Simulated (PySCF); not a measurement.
# C₃H₆SSi: electronic excitations and core binding energies

Wanted: the electronic excitations and core binding energies of C₃H₆SSi (`C=C1C[SiH2]S1`), by calculation.

The runs use PySCF 2.14.0, with density-fitted response routines of our own; the level of theory stands in each step. All values are computed, except where a source is named. Atoms are numbered from 0 throughout.

## (1) Starting geometry

11 atoms, charge 0, multiplicity 1; geometry from: GFN2-xTB.

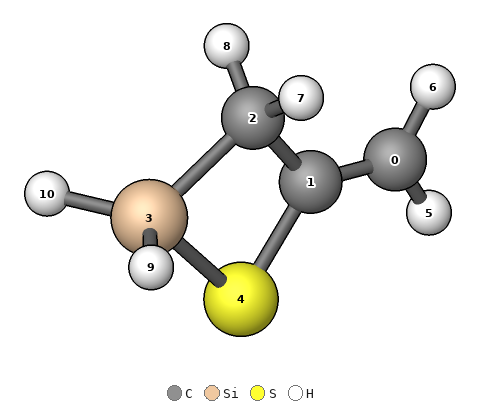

As it starts; carbon grey, silicon light orange, sulfur yellow, hydrogen white, atoms numbered.

## (2) Ultraviolet spectrum: wB97X-D/def2-SVPD

Job settings and geometry (Å):

```
{"job": {"kind": "uv", "xc": "wB97X-D", "basis": "def2-SVPD", "nstates": 8, "ntriplets": 3}, "charge": 0, "multiplicity": 1}
C      1.958255    -0.574522     0.115822
C      0.650228    -0.407483     0.094331
C     -0.144005     0.832009    -0.226538
Si    -1.845982     0.016819     0.031071
S     -0.555412    -1.669375     0.459196
H      2.403493    -1.520958     0.364478
H      2.624431     0.239297    -0.117894
H      0.099256     1.649161     0.453991
H      0.063100     1.186341    -1.237325
H     -2.598816     0.441916     1.202165
H     -2.649123    -0.190534    -1.165261
```

Level: TDDFT wB97X-D/def2-SVPD, vertical, gas phase, core orbitals frozen in the response.

Command:

```
> OMP_NUM_THREADS=1 python probes_run.py task.json out
```

The driver reads the jobs from task.json and runs them one after another.

Output:

```text
coarse grid: 10232 points
cycle   1  E = -805.1285824527  dE =  6.738e-01  |g| = 3.289e-01  |ddm| = 4.842e+00
cycle   2  E = -805.1471068532  dE = -1.852e-02  |g| = 2.652e-01  |ddm| = 1.337e+00
cycle   3  E = -805.1650060249  dE = -1.790e-02  |g| = 4.487e-02  |ddm| = 6.333e-01
cycle   4  E = -805.1654844539  dE = -4.784e-04  |g| = 2.548e-02  |ddm| = 1.298e-01
cycle   5  E = -805.1656635853  dE = -1.791e-04  |g| = 2.645e-03  |ddm| = 5.788e-02
cycle   6  E = -805.1656675648  dE = -3.980e-06  |g| = 9.066e-04  |ddm| = 1.204e-02
final grid: 89528 points
cycle   7  E = -805.2608692809  dE = -6.340e-05  |g| = 4.276e-03  |ddm| = 1.269e-01
cycle   8  E = -805.2608714574  dE = -2.177e-06  |g| = 3.147e-03  |ddm| = 1.680e-02
cycle   9  E = -805.2608741168  dE = -2.659e-06  |g| = 4.496e-04  |ddm| = 6.574e-03
cycle  10  E = -805.2608741926  dE = -7.586e-08  |g| = 1.816e-04  |ddm| = 1.459e-03
cycle  11  E = -805.2608742028  dE = -1.018e-08  |g| = 7.439e-05  |ddm| = 5.379e-04
cycle  12  E = -805.2608742049  dE = -2.069e-09  |g| = 1.962e-05  |ddm| = 2.078e-04
cycle  13  E = -805.2608742051  dE = -2.085e-10  |g| = 6.032e-06  |ddm| = 7.689e-05
converged SCF energy = -805.2608742051

Static polarisability (au): isotropic 80.322, principal 60.316 76.996 103.655

Singlet excitations
state   eV       nm        f      main configurations
  1   5.1108    242.6   0.00215   H->L 0.55, H->L+1 0.32
  2   5.3344    232.4   0.00191   H->L+1 0.53, H->L 0.38
  3   5.8356    212.5   0.20227   H->L+2 0.97
  4   6.2335    198.9   0.00101   H->L+3 0.90
  5   6.9961    177.2   0.00244   H->L+4 0.89
  6   7.0365    176.2   0.06043   H-1->L 0.83
  7   7.2254    171.6   0.00117   H-1->L+1 0.77
  8   7.2556    170.9   0.00009   H-1->L+2 0.93

Triplet excitations (Tamm-Dancoff, eV): 4.0445 4.8643 5.0894
```

Run time: 37 s. Hardware: 1 thread of Arm Neoverse N1, shared host; peak memory 0.69 GiB.

Frontier orbitals and where they lie:

| orbital | eV | atoms |
| --- | --- | --- |
| HOMO−3 | -11.23 | C2 24 %, Si3 24 %, C1 14 % |
| HOMO−2 | -10.68 | S4 30 %, C1 28 %, C0 17 % |
| HOMO−1 | -10.13 | S4 52 %, C2 19 %, Si3 14 % |
| HOMO | -8.14 | S4 44 %, C0 24 %, C1 19 % |
| LUMO | 1.24 | Si3 42 %, S4 20 %, H10 11 % |
| LUMO+1 | 1.72 | S4 48 %, Si3 22 %, C1 8 % |
| LUMO+2 | 1.77 | C1 28 %, S4 21 %, C0 21 % |

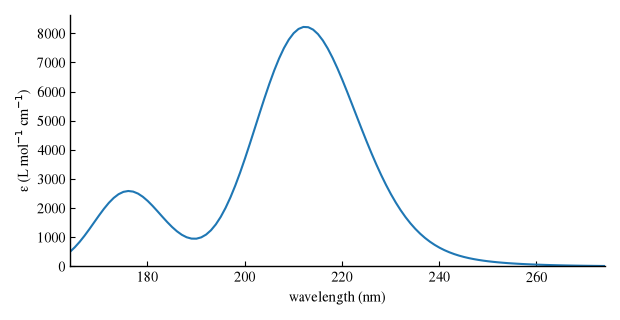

Absorption spectrum: each of the 8 states is a Gaussian band of 0.4 eV half-width at 1/e. Beyond the last state computed it falls off for lack of states.

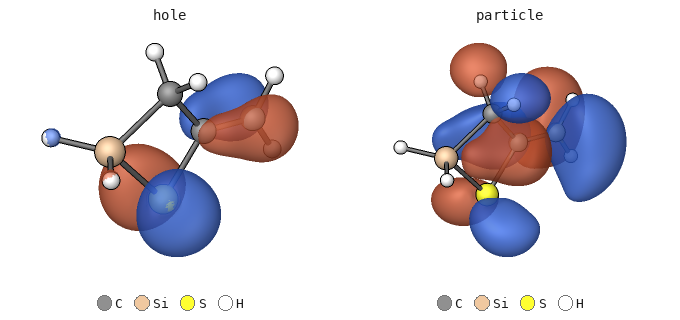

Leading natural transition orbitals of singlet state 3: the electron leaves the hole (left) for the particle orbital (right).

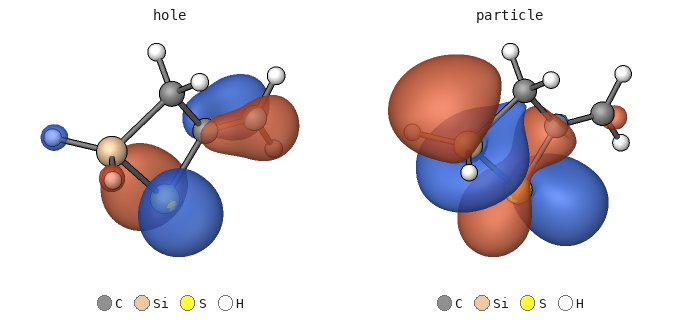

Leading natural transition orbitals of singlet state 1: the electron leaves the hole (left) for the particle orbital (right).

Ground-state properties from the same run:

| property | computed |
| --- | --- |
| dipole moment (D) | 2.21 |
| polarisability (Å³) | 11.90 |
| HOMO–LUMO gap (eV) | 9.38 |
| −ε(HOMO) (eV) | 8.14 |

The fields below are evaluated on a grid from the run's orbitals.

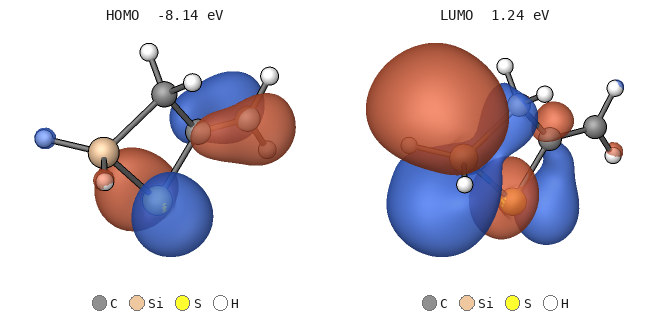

wB97X-D/def2-SVPD orbitals near the gap, drawn at the value that encloses 70 % of each; the two colours are the two signs.

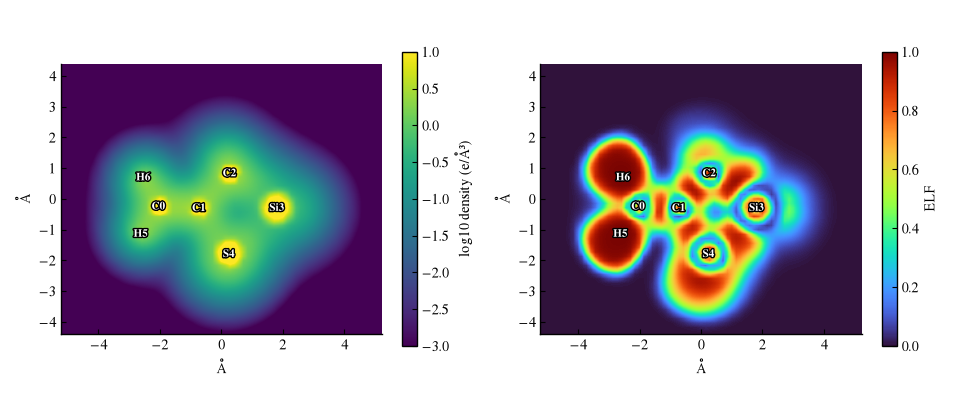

Density (left) and ELF (right) in a plane through or near 7 of the atoms.

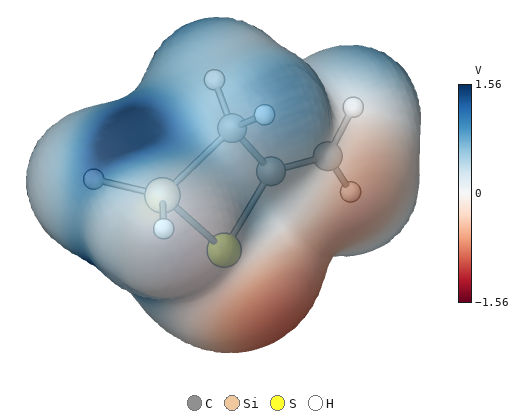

Electrostatic potential on the surface of density 0.002 e/bohr³; red is low, blue high. It runs from -0.95 V near S4 to 1.56 V near Si3.

## (3) Core holes by ΔSCF: SCAN, X2C

Settings changed since step 2:

```diff
@@ -1,2 +1,2 @@
-{"job": {"kind": "uv", "xc": "wB97X-D", "basis": "def2-SVPD", "nstates": 8, "ntriplets": 3}, "charge": 0, "multiplicity": 1}
+{"job": {"kind": "xps"}, "charge": 0, "multiplicity": 1}
 C      1.958255    -0.574522     0.115822
```

With the program's defaults for keys left out, this is: delta-SCF UKS SCAN, pcX-2 on the ionised atom, pcseg-1 elsewhere, spin-free X2C.

Output:

```text
ground state, core basis on atom 0 (C), 139 functions
  cycle   1  E = -807.02208703  |g| = 4.79e-01
  cycle   2  E = -806.95543654  |g| = 6.54e-01
  cycle   3  E = -807.08525709  |g| = 7.44e-02
  cycle   4  E = -807.08681306  |g| = 4.06e-02
  cycle   5  E = -807.08731057  |g| = 1.37e-02
  cycle   6  E = -807.08736274  |g| = 5.54e-03
  cycle   7  E = -807.08737034  |g| = 2.35e-03
  cycle   8  E = -807.08736867  |g| = 6.19e-04
  cycle   9  E = -807.08737263  |g| = 1.75e-04
  E(ground) = -807.13825262 Eh
hole in C 1s of atom 0
  cycle   1  E = -795.85920208  |g| = 1.51e+00
  cycle   2  E = -794.71010368  |g| = 1.99e+00
  cycle   3  E = -796.22393037  |g| = 5.99e-01
  cycle   4  E = -796.29916228  |g| = 4.98e-01
  cycle   5  E = -796.44471281  |g| = 8.55e-02
  cycle   6  E = -796.44761876  |g| = 3.64e-02
  cycle   7  E = -796.44839133  |g| = 7.83e-03
  cycle   8  E = -796.44843612  |g| = 3.51e-03
  cycle   9  E = -796.44844696  |g| = 1.85e-03
  cycle  10  E = -796.44845306  |g| = 9.66e-04
  cycle  11  E = -796.44845234  |g| = 5.24e-04
  cycle  12  E = -796.44845311  |g| = 2.29e-04
  E(ion) = -796.49940829 Eh   <S^2> = 0.7774   hole on atom = 1.000   binding energy = 289.498 eV
ground state, core basis on atom 1 (C), 139 functions
  cycle   1  E = -807.08902121  |g| = 6.28e-02
  cycle   2  E = -807.08832849  |g| = 5.76e-02
  cycle   3  E = -807.08879981  |g| = 4.10e-02
  cycle   4  E = -807.08924795  |g| = 8.82e-03
  cycle   5  E = -807.08927061  |g| = 1.60e-03
  cycle   6  E = -807.08927266  |g| = 3.04e-04
  E(ground) = -807.14019184 Eh
hole in C 1s of atom 1
  cycle   1  E = -795.79952829  |g| = 1.52e+00
  cycle   2  E = -794.42564784  |g| = 2.24e+00
  cycle   3  E = -796.28312362  |g| = 4.68e-01
  cycle   4  E = -796.34606904  |g| = 2.65e-01
  cycle   5  E = -796.37619016  |g| = 1.58e-01
  cycle   6  E = -796.39185014  |g| = 3.62e-02
  cycle   7  E = -796.39268090  |g| = 1.74e-02
  cycle   8  E = -796.39305030  |g| = 9.92e-03
  cycle   9  E = -796.39329582  |g| = 6.40e-03
  cycle  10  E = -796.39344112  |g| = 2.73e-03
  cycle  11  E = -796.39345284  |g| = 1.25e-03
  cycle  12  E = -796.39345720  |g| = 6.20e-04
  cycle  13  E = -796.39345647  |g| = 2.86e-04
  E(ion) = -796.44459396 Eh   <S^2> = 0.8741   hole on atom = 1.000   binding energy = 291.042 eV
ground state, core basis on atom 2 (C), 139 functions
  cycle   1  E = -807.08683987  |g| = 5.84e-02
  cycle   2  E = -807.08667897  |g| = 3.11e-02
  cycle   3  E = -807.08658449  |g| = 3.61e-02
  cycle   4  E = -807.08691245  |g| = 7.99e-03
  cycle   5  E = -807.08692798  |g| = 4.63e-04
  E(ground) = -807.13750697 Eh
hole in C 1s of atom 2
  cycle   1  E = -795.83188978  |g| = 1.51e+00
  cycle   2  E = -794.91821158  |g| = 1.96e+00
  cycle   3  E = -796.30603562  |g| = 4.56e-01
  cycle   4  E = -796.33676242  |g| = 3.72e-01
  cycle   5  E = -796.40859109  |g| = 7.39e-02
  cycle   6  E = -796.41034718  |g| = 3.89e-02
  cycle   7  E = -796.41133992  |g| = 1.01e-02
  cycle   8  E = -796.41139951  |g| = 5.56e-03
  cycle   9  E = -796.41142231  |g| = 2.04e-03
  cycle  10  E = -796.41143333  |g| = 1.53e-03
  cycle  11  E = -796.41144222  |g| = 1.25e-03
  cycle  12  E = -796.41145195  |g| = 1.11e-03
  cycle  13  E = -796.41146795  |g| = 7.78e-04
  cycle  14  E = -796.41147570  |g| = 6.13e-04
  cycle  15  E = -796.41147734  |g| = 2.66e-04
  E(ion) = -796.46089397 Eh   <S^2> = 0.7758   hole on atom = 1.000   binding energy = 290.525 eV
ground state, core basis on atom 3 (Si), 150 functions
  cycle   1  E = -807.18111243  |g| = 2.87e-01
  cycle   2  E = -807.18110522  |g| = 3.93e-02
  cycle   3  E = -807.18092085  |g| = 4.02e-02
  cycle   4  E = -807.18128659  |g| = 1.07e-02
  cycle   5  E = -807.18131443  |g| = 3.53e-03
  cycle   6  E = -807.18131851  |g| = 4.24e-04
  E(ground) = -807.19060255 Eh
hole in Si 1s of atom 3
  cycle   1  E = -738.22960476  |g| = 4.35e+00
  cycle   2  E = -737.02706210  |g| = 2.52e+00
  cycle   3  E = -734.72041775  |g| = 2.18e+00
  cycle   4  E = -739.17637522  |g| = 4.47e-01
  cycle   5  E = -739.22064093  |g| = 3.74e-01
  cycle   6  E = -739.28528692  |g| = 1.52e-01
  cycle   7  E = -739.29725082  |g| = 3.56e-02
  cycle   8  E = -739.29780706  |g| = 1.84e-02
  cycle   9  E = -739.29803334  |g| = 4.30e-03
  cycle  10  E = -739.29804344  |g| = 9.67e-04
  cycle  11  E = -739.29804460  |g| = 3.92e-04
  E(ion) = -739.31617226 Eh   <S^2> = 0.7530   hole on atom = 1.000   binding energy = 1846.957 eV
hole in Si 2p of atom 3
  cycle   1  E = -802.88736664  |g| = 1.24e+00
  cycle   2  E = -801.49706313  |g| = 1.66e+00
  cycle   3  E = -802.80230846  |g| = 7.89e-01
  cycle   4  E = -803.20566356  |g| = 1.47e-01
  cycle   5  E = -803.20143336  |g| = 1.70e-01
  cycle   6  E = -803.21974880  |g| = 4.41e-02
  cycle   7  E = -803.22086414  |g| = 1.63e-02
  cycle   8  E = -803.22098081  |g| = 6.66e-03
  cycle   9  E = -803.22100534  |g| = 1.49e-03
  cycle  10  E = -803.22100651  |g| = 5.69e-04
  cycle  11  E = -803.22100590  |g| = 2.62e-04
  E(ion) = -803.24201152 Eh   <S^2> = 0.7537   hole on atom = 1.002   binding energy = 107.447 eV
  2p3/2 = 107.196 eV   2p1/2 = 107.821 eV
ground state, core basis on atom 4 (S), 150 functions
  cycle   1  E = -807.23338772  |g| = 4.06e-01
  cycle   2  E = -807.23276502  |g| = 6.48e-02
  cycle   3  E = -807.23046023  |g| = 1.13e-01
  cycle   4  E = -807.23396203  |g| = 1.42e-02
  cycle   5  E = -807.23400700  |g| = 7.61e-03
  cycle   6  E = -807.23402201  |g| = 1.51e-03
  cycle   7  E = -807.23402049  |g| = 2.67e-04
  E(ground) = -807.27053864 Eh
hole in S 1s of atom 4
  cycle   1  E = -715.00409417  |g| = 5.08e+00
  cycle   2  E = -714.99073260  |g| = 2.32e+00
  cycle   3  E = -714.80964972  |g| = 1.50e+00
  cycle   4  E = -716.13042930  |g| = 4.07e-01
  cycle   5  E = -716.21264768  |g| = 1.97e-01
  cycle   6  E = -716.23167280  |g| = 7.65e-02
  cycle   7  E = -716.23367993  |g| = 4.26e-02
  cycle   8  E = -716.23461914  |g| = 9.06e-03
  cycle   9  E = -716.23465484  |g| = 3.72e-03
  cycle  10  E = -716.23466187  |g| = 5.40e-04
  cycle  11  E = -716.23466194  |g| = 2.33e-04
  E(ion) = -716.26229296 Eh   <S^2> = 0.7515   hole on atom = 1.000   binding energy = 2476.461 eV
hole in S 2p of atom 4
  cycle   1  E = -800.56348667  |g| = 1.53e+00
  cycle   2  E = -800.23273144  |g| = 1.44e+00
  cycle   3  E = -800.86266455  |g| = 5.03e-01
  cycle   4  E = -800.98735747  |g| = 2.35e-01
  cycle   5  E = -801.00968349  |g| = 1.26e-01
  cycle   6  E = -801.01763335  |g| = 3.64e-02
  cycle   7  E = -801.01832499  |g| = 8.37e-03
  cycle   8  E = -801.01836628  |g| = 2.74e-03
  cycle   9  E = -801.01837124  |g| = 1.34e-03
  cycle  10  E = -801.01837387  |g| = 7.11e-04
  cycle  11  E = -801.01837600  |g| = 6.23e-04
  cycle  12  E = -801.01837711  |g| = 5.46e-04
  cycle  13  E = -801.01837951  |g| = 4.93e-04
  E(ion) = -801.06178072 Eh   <S^2> = 0.7543   hole on atom = 1.001   binding energy = 168.949 eV
  2p3/2 = 168.666 eV   2p1/2 = 169.907 eV
```

It took 1.8 min on 1 thread of Arm Neoverse N1, shared host; peak memory 0.46 GiB.

The holes in one table. −ε is the ground-state orbital energy:

| hole | stands for | environment | ΔSCF (eV; 2p as the shell's mean) | −ε (eV) | ⟨S²⟩ |
| --- | --- | --- | --- | --- | --- |
| C1s on C0 | C0 | terminal =CH2 carbon | 289.50 | 273.2 | 0.777 |
| C1s on C1 | C1 | fully substituted alkene carbon | 291.04 (doubtful) | 274.8 | 0.874 |
| C1s on C2 | C2 | allylic sp3 CH2 bonded to Si | 290.53 | 273.9 | 0.776 |
| Si1s on Si3 | Si3 | silicon bonded to C, S, 2 H, in a 4-membered ring | 1846.96 | 1794.1 | 0.753 |
| Si2p on Si3 | Si3 | silicon bonded to C, S, 2 H, in a 4-membered ring | 107.40 | 96.9 | 0.754 |
| S1s on S4 | S4 | sulfur bonded to C, Si, in a 4-membered ring | 2476.46 | 2414.7 | 0.751 |
| S2p on S4 | S4 | sulfur bonded to C, Si, in a 4-membered ring | 169.08 | 157.8 | 0.754 |

Doubtful: the ion did not converge, its hole moved, or its ⟨S²⟩ is well above 0.75.

With the spin-orbit splitting: Si3 2p3/2 107.20, 2p1/2 107.82 eV; S4 2p3/2 168.67, 2p1/2 169.91 eV. The table gives each 2p level as the mean over the whole 2p shell (two parts 2p3/2, one part 2p1/2), which differs a little from the single hole in the log.

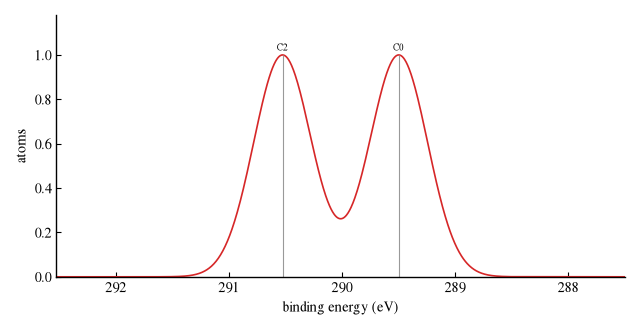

The C1s photoelectron lines, weighted by the number of atoms. Only 2 of the 3 C atoms are covered by sound results. Lines are broadened to a width of 0.60 eV (Gaussian).

## (4) Outcome

| quantity | value |
| --- | --- |
| lowest singlet (wB97X-D/def2-SVPD) | 5.11 eV (243 nm), f = 0.002 |
| brightest single state of those computed | state 3, 5.84 eV, f = 0.202 |
| lowest triplet | 4.04 eV |
| surface potential, least and greatest | -0.95 V and 1.56 V |
| C1s binding energies, SCAN/pcX-2 (standing for 2 of 3 atoms) | C2 290.53, C0 289.50 eV |
| Si1s binding energies, SCAN/pcX-2 | Si3 1846.96 eV |
| Si2p binding energies, SCAN/pcX-2 | Si3 107.40 eV |
| S1s binding energies, SCAN/pcX-2 | S4 2476.46 eV |
| S2p binding energies, SCAN/pcX-2 | S4 169.08 eV |

In words: The lowest singlet, at 5.11 eV, is HOMO→LUMO 0.55, HOMO→LUMO+1 0.32 and is weak; of the 8 states computed, the strongest absorption comes from state 3 at 5.84 eV. The lowest triplet lies 1.07 eV below the lowest singlet (triplets in Tamm-Dancoff, singlets in full TDDFT). The C1s levels kept as sound span 1.03 eV, from C0 (terminal =CH2 carbon) up to C2 (allylic sp3 CH2 bonded to Si). Only 2 of the 3 C atoms are covered by sound results.
